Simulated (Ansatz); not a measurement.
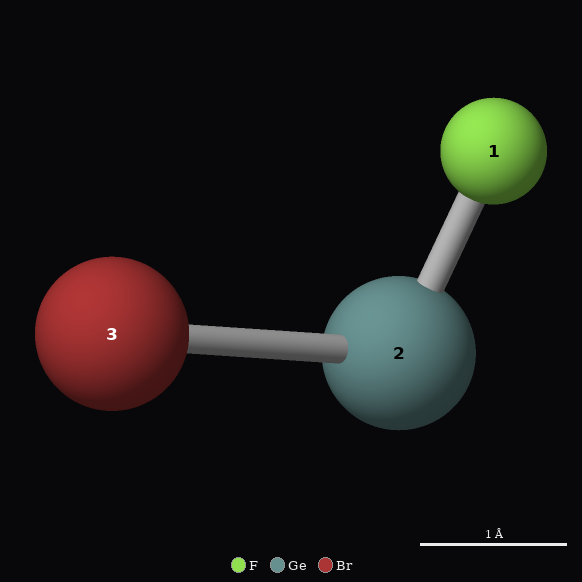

(Drawn from a calculation with Ansatz.)

Orthographic view with a scale bar. Geometry: moved along internal coordinates away from the minimum.

Write Cartesian coordinates in Å in the frame of the picture: x to the right, y up, z towards the viewer, origin at the mean of the atomic positions.

```xyz
3
GeBrF
F    1.10   0.88  -0.30
Ge   0.44  -0.51  -0.63
Br  -1.54  -0.38   0.93
```
